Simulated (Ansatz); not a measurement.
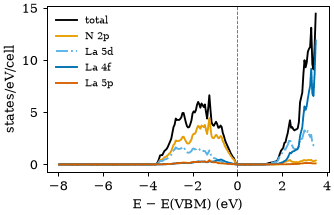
Total and projected density of states of LaN in space group P4/nmm (No. 129; La on 2c, N on 2a), LDA in the plane-wave PAW code Ansatz

Task: Which orbitals carry the states next to the gap?

Result: Top 1 eV of the valence band: N 2p 73 %, La 4f 12 %, La 5d 9 %. Bottom 1 eV of the conduction band: La 5d 75 %, La 4f 14 %, N 2p 9 %. Projections are on Löwdin-orthogonalised atomic valence shells; empty p or d shells of many metals are not among them.

Task: Where is the tallest occupied peak in this window, and what makes it?

Result: Near -1.3 eV, about 6.6 states/eV per cell; the largest projected share is N 2p.

The workflow started from a Materials Project entry (that database holds measured and hypothetical structures alike); the Crystallography Open Database copy checked does not list it. COD files the formula under space group No. 225. Its standing as an ambient phase is unchecked. The cell was relaxed with LDA under the symmetry of its start. At this level the phase is dynamically unstable (imaginary phonons). Scalar-relativistic: spin–orbit coupling is off unless named, which matters more the heavier the elements.

Potentials: the later of the program's two PAW sets.
